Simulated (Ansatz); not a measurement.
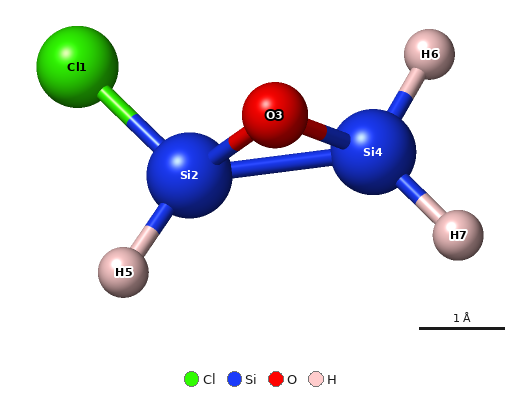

The input geometry (ball-and-stick view, seen at a tilt; atoms are numbered from 1 in the order of the input). Bond lengths as drawn: Cl–Si 2.04 Å, H–Si 1.48 Å, O–Si 1.68 to 1.71 Å and Si–Si 2.19 Å.

**Run report: Si2H3ClO, phonon calculation**

Si2H3ClO, computed with RKS PBE0-D4/def2-TZVP (Ansatz 0.2.0).

The geometry comes from this level: PBE0-D4/def2-TZVP. Figures and captions count atoms from 1; the log counts them from 0 in places.

## Input file
```yaml
crystal:
  periodic: [false, false, false]
  atoms:
    - {symbol: Cl, position_ang: [-2.627520, -0.578238, -0.336689]}
    - {symbol: Si, position_ang: [-0.744161, 0.106826, -0.725265]}
    - {symbol: O, position_ang: [0.477747, -0.991129, -0.394919]}
    - {symbol: Si, position_ang: [0.849084, 0.196997, 0.770367]}
    - {symbol: H, position_ang: [-0.748024, 0.620427, -2.110615]}
    - {symbol: H, position_ang: [0.679476, -0.257419, 2.170977]}
    - {symbol: H, position_ang: [2.174697, 0.834434, 0.580443]}
basis:
  gaussian: {orbitals: def2-TZVP}
hamiltonian: {xc: pbe0, dispersion: d4}
phonons: {temperatures: {t_min: 298.15, t_max: 900, t_step: 200}}
```

Machine: 2 threads of Arm Neoverse V1, 23 GiB of memory available, shared host.

Launch command:
```bash
ansatz run in.yaml --threads 2 --pin off --events-out ev --progress --plain --max-ram 4352MiB
```

## Log
```
Functional definition: PBE0
  name "PBE0"
  cite "Adamo & Barone, J. Chem. Phys. 110, 6158 (1999) doi:10.1063/1.478522"
  cite "Perdew, Burke & Ernzerhof, Phys. Rev. Lett. 77, 3865 (1996) doi:10.1103/PhysRevLett.77.3865"
  parent pbe
  parameter a = 0.25
  parameter kappa = 0.804
  parameter beta = 0.06672455060314922
  exchange = (1 - a)*pbe_x(kappa = kappa, mu = beta*pi^2/3) + a*exact_x
  correlation = pbe_c(beta = beta)
1087 factors; their error is unknown
mean field evaluation 1: about -30359.1646 eV, gradient 5.6e1 eV
mean field evaluation 2: about -30335.4111 eV, gradient 1.2e2 eV
mean field evaluation 4: about -30364.4853 eV, gradient 3.4e0 eV
mean field evaluation 8: about -30364.5073 eV, gradient 4.2e-2 eV
mean field evaluation 16: about -30364.6149 eV, gradient 7.7e-5 eV
mean field -30364.61491492 eV, -1115.8790162482 hartree, gradient 7.7e-5 eV, S^2 0.000000; 0 other end points of the search recorded, 0 dependent functions left out
the calculation of the forces begins
reference -30364.61494721 eV, -1115.8790174347 hartree; 28, 28 occupied and 132, 132 virtual orbitals, 1087 factors
these checks for a lower state are left out or cut short: stability, starts, cluster_reference, orbital_swaps, neighbouring_geometries, increment
1087 factors; their error is unknown
mean field -30364.61482143 eV, -1115.8790128125 hartree, gradient 2.7e-6 eV, S^2 0.000000; 0 other end points of the search recorded, 0 dependent functions left out
[... from here on the field's lines of each further geometry are left out, up to the last ...]
the calculation of the forces begins
reference -30364.61494073 eV, -1115.8790171967 hartree; 28, 28 occupied and 132, 132 virtual orbitals, 1087 factors
these checks for a lower state are left out or cut short: stability, starts, cluster_reference, orbital_swaps, neighbouring_geometries, increment
1087 factors; their error is unknown
mean field -30364.61490581 eV, -1115.8790159134 hartree, gradient 1.4e-6 eV, S^2 0.000000; 0 other end points of the search recorded, 0 dependent functions left out
the calculation of the forces begins
reference -30364.61493810 eV, -1115.8790170999 hartree; 28, 28 occupied and 132, 132 virtual orbitals, 1087 factors
Total energy: -30364.77115213 eV, -1115.8847578596 hartree
Atom 0 at    -2.627520    -0.578238    -0.336689 Å, force     0.000638    -0.000284    -0.001325 eV/Å
Atom 1 at    -0.744161     0.106826    -0.725265 Å, force    -0.002860     0.002413     0.002351 eV/Å
Atom 2 at     0.477747    -0.991129    -0.394919 Å, force     0.001869     0.000181     0.000613 eV/Å
Atom 3 at     0.849084     0.196997     0.770367 Å, force    -0.001538    -0.003318    -0.001033 eV/Å
Atom 4 at    -0.748024     0.620427    -2.110615 Å, force     0.001096    -0.000339    -0.000137 eV/Å
Atom 5 at     0.679476    -0.257419     2.170977 Å, force     0.000945     0.001285     0.000430 eV/Å
Atom 6 at     2.174697     0.834434     0.580443 Å, force    -0.000150     0.000061    -0.000899 eV/Å
Dipole moment:     0.153438     0.297092     0.078966 e Å
Vibrations: 145.75 219.98 418.67 494.08 531.52 590.56 645.46 749.91 767.80 818.50 914.69 970.36 2232.02 2249.33 2258.97 cm⁻¹, zero-point energy 0.868361 eV
```

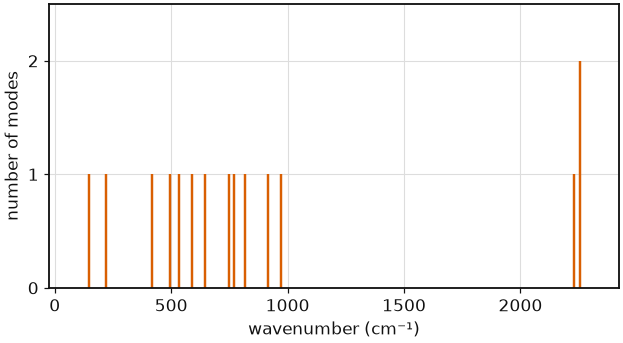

Harmonic vibrational wavenumbers from the force constants; neighbouring modes closer than 10 cm⁻¹ are counted in one stick. 15 modes from 146 to 2259 cm⁻¹, none imaginary.

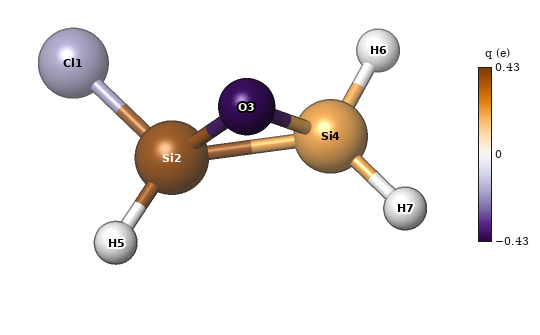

Mulliken charges, as the colour of each atom (ball-and-stick view, seen at a tilt; atoms are numbered from 1 in the order of the input). By element: Cl −0.21, Si +0.21 to +0.40, O −0.41 and H −0.01 to 0.00 e.

## Summary

- outcome: converged
- total energy: −30364.7712 eV
- mean-field energy: −30364.6149 eV
- dispersion energy: −0.1562 eV
- largest force (length of the vector): 0.004 eV/Å
- dipole moment: 1.65 D
- wall time: 1.7 min (CPU time 3.3 min)
- peak memory: 0.4 GiB
